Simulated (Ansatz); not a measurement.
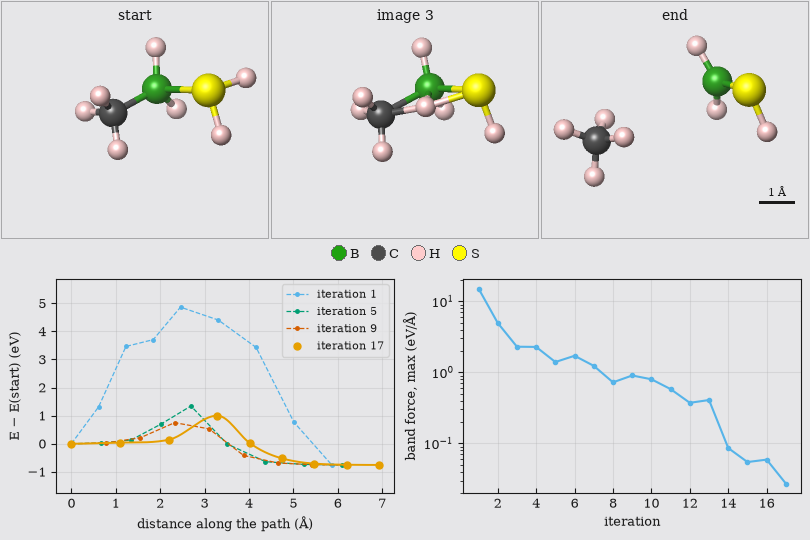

A search for the minimum-energy path of CH$_{7}$BS by the nudged elastic band. Images are numbered from 0 (start) to 8 (end). The plot follows the band through its iterations. Style: ball-and-stick. Shown from a free direction.

The calculation used RKS B3LYP/def2-SVPD in Ansatz 0.2.0. Run with 7 movable images; climbing image; force threshold 0.03 eV/Å; iteration limit 60; starting path through a guess of the saddle point.

How did the profile develop, and is the result final?

Answer. The result is final at these settings. The band converged in 17 iterations. The largest component of the band force went from 15 to 0.027 eV/Å. The climbing image converged on the top of the path. Its vibrational analysis gives one imaginary mode (1023i cm⁻¹), as a transition state must have. The first iteration put the highest image at 4.86 eV. The energy climbs by 1.00 eV to image 3 and then falls by 1.75 eV, so the end point sits at −0.76 eV.
